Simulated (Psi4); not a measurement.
# SiO2 (silicon dioxide molecule): SCAN/def2-QZVPP (density fitting, sweep point 12)

What is the vertical singlet–triplet gap of SiO2 (silicon dioxide molecule) at SCAN/def2-QZVPP (density fitting, sweep point 12)? 

The results are computed with Psi4 1.11.

### Step 1. The structure to begin with

SiO2 has 3 atoms, charge 0, and is taken as a singlet. SMILES: `O=[Si]=O`. Geometry: relaxed at PBE0-D4/def2-TZVP.

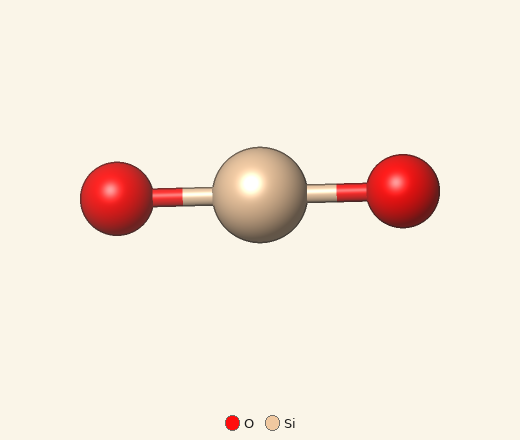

The structure, seen from a chosen angle (oxygen red, silicon light orange).

### Step 2. A single-point energy at SCAN/def2-QZVPP (density fitting, sweep point 12)

Input file calc.in:

```
memory 1.6 GB

molecule system {
  0 1
  O      0.697730     1.229600     0.518760
  Si    -0.000010     0.000000     0.000000
  O     -0.697730    -1.229610    -0.518760
  units angstrom
  symmetry c1
}

set basis def2-QZVPP
set reference rks
set puream true
set scf_type df
set dft_radial_points 99
set dft_spherical_points 590

E = energy('scan')
```

Run with:

```
$ psi4 calc.in calc.out -n 1
```

calc.out:

```text
[...]
  Running in c1 symmetry.
[...]
  Nuclear repulsion =   89.956438948079580
[...]
  Multiplicity = 1
[...]
  Nalpha       = 15
  Nbeta        = 15
[...]
    Number of basis functions: 184
[...]
   @DF-RKS iter   1:  -439.47889861625100   -8.03831e-02   6.54567e-03 DIIS/ADIIS
[...]
   @DF-RKS iter  10:  -440.01099833224754   -3.04978e-08   4.28298e-08 DIIS
[...]
    Orbital Energies [Eh]
    ---------------------
    Doubly Occupied:
       1A    -65.910217     2A    -18.976567     3A    -18.976565
       4A     -5.279425     5A     -3.625245     6A     -3.625245
       7A     -3.614850     8A     -0.966218     9A     -0.942320
      10A     -0.438406    11A     -0.370235    12A     -0.359661
      13A     -0.359661    14A     -0.322776    15A     -0.322776
[...]
  @DF-RKS Final Energy:  -440.01099833224754
   => Energetics <=
    Nuclear Repulsion Energy =             89.9564389480795796
    One-Electron Energy =                -787.3695954485442599
    Two-Electron Energy =                 295.5033450462116775
    DFT Exchange-Correlation Energy =     -38.1011868779945644
    Empirical Dispersion Energy =           0.0000000000000000
    VV10 Nonlocal Energy =                  0.0000000000000000
    Total Energy =                       -440.0109983322475387
[...]
 Multipole Moments:
 ------------------------------------------------------------------------------------
     Multipole            Electronic (a.u.)      Nuclear  (a.u.)        Total (a.u.)
 ------------------------------------------------------------------------------------
 L = 1.  Multiply by 2.5417464519 to convert [e a0] to [Debye]
 Dipole X            :         -0.0000226           -0.0000001           -0.0000226
 Dipole Y            :         -0.0000004           -0.0000000           -0.0000004
 Dipole Z            :         -0.0000012           -0.0000000           -0.0000013
 Magnitude           :                                                    0.0000227
[...]
```

It took 23 s on 1 thread of Intel Xeon 6975P-C (Granite Rapids), shared host; peak memory 1.2 GiB.

### Step 3. The triplet

Input file input.in:

```
memory 1600 MB

molecule geom {
  0 3
  O      0.697730     1.229600     0.518760
  Si    -0.000010     0.000000     0.000000
  O     -0.697730    -1.229610    -0.518760
  symmetry c1
}

set basis def2-QZVPP
set reference uks
set puream true
set scf_type df
set dft_radial_points 99
set dft_spherical_points 590
set maxiter 100

energy_value, wavefunction = energy("scan", return_wfn=True)
```

Run with:

```
$ psi4 input.in input.out -n 1
```

input.out:

```text
[...]
  Running in c1 symmetry.
[...]
  Nuclear repulsion =   89.956438948079580
[...]
  Multiplicity = 3
[...]
  Nalpha       = 16
  Nbeta        = 14
[...]
    Number of basis functions: 184
[...]
   @DF-UKS iter   1:  -439.58717356980623   -1.88658e-01   4.89201e-03 ADIIS/DIIS
[...]
   @DF-UKS iter  10:  -439.87738506267976   -3.50608e-08   4.40698e-07 DIIS
[...]
   @S^2 Observed:                2.014304417E+00
[...]
    Orbital Energies [Eh]
    ---------------------
    Alpha Occupied:
       1A    -65.896897     2A    -19.023485     3A    -19.023479
       4A     -5.264394     5A     -3.609409     6A     -3.608743
       7A     -3.602804     8A     -1.016494     9A     -0.995487
      10A     -0.476436    11A     -0.425674    12A     -0.412237
      13A     -0.398844    14A     -0.390250    15A     -0.356504
      16A     -0.199937
    Alpha Virtual:
      17A     -0.096413    18A     -0.083628    19A      0.080486
      20A      0.110021    21A      0.110160    22A      0.122066
      23A      0.127044    24A      0.128554    25A      0.229891
[...]
  @DF-UKS Final Energy:  -439.87738506267976
   => Energetics <=
    Nuclear Repulsion Energy =             89.9564389480795796
    One-Electron Energy =                -786.8214574800831542
    Two-Electron Energy =                 295.0632011453323003
    DFT Exchange-Correlation Energy =     -38.0755676760085464
    Empirical Dispersion Energy =           0.0000000000000000
    VV10 Nonlocal Energy =                  0.0000000000000000
    Total Energy =                       -439.8773850626797639
[...]
 Multipole Moments:
 ------------------------------------------------------------------------------------
     Multipole            Electronic (a.u.)      Nuclear  (a.u.)        Total (a.u.)
 ------------------------------------------------------------------------------------
 L = 1.  Multiply by 2.5417464519 to convert [e a0] to [Debye]
 Dipole X            :          0.0000081           -0.0000001            0.0000080
 Dipole Y            :          0.0000001           -0.0000000            0.0000001
 Dipole Z            :         -0.0000571           -0.0000000           -0.0000571
 Magnitude           :                                                    0.0000577
[...]
```

Wall time 35 s (1 thread of Intel Xeon 6975P-C (Granite Rapids), shared host); peak memory 1.2 GiB.

### Step 4. Outcome

At SCAN/def2-QZVPP (density fitting, sweep point 12):

```
                                        quantity          value
                           singlet: total energy  -440.01100 Eh
                          singlet: dipole moment         0.00 D
                            singlet: HOMO energy       -8.78 eV
                            singlet: LUMO energy       -4.33 eV
                          singlet: HOMO–LUMO gap        4.46 eV
                           triplet: total energy  -439.87739 Eh
                          triplet: dipole moment         0.00 D
     triplet: HOMO energy (highest over α and β)       -5.44 eV
                                   triplet: ⟨S²⟩          2.014
vertical energy of the triplet above the singlet       3.636 eV
```

**Reading.** At this shape the triplet lies 3.64 eV (351 kJ/mol) above the singlet.
